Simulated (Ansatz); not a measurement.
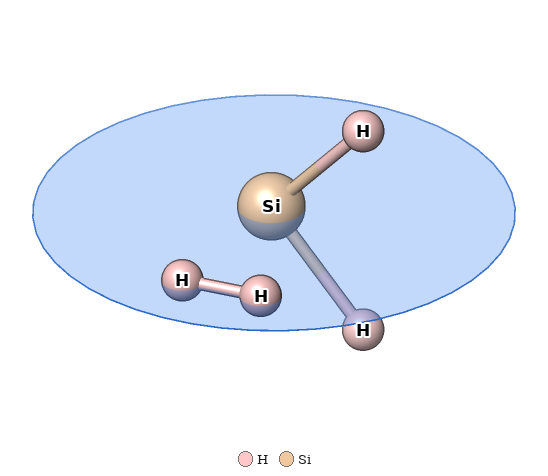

All proper rotation axes (lines) and mirror planes (discs) of the structure are drawn in. Depth is shown by fading: the farther an atom, the more it takes the colour of the background. The computed structure is the end point of a PBE0-D4/def2-TZVP optimisation.

**Name the symmetry elements and the point group.**

It has 1 mirror plane. Point group Cs. The group has 2 operations. The geometry is achiral, and symmetry allows a dipole moment.
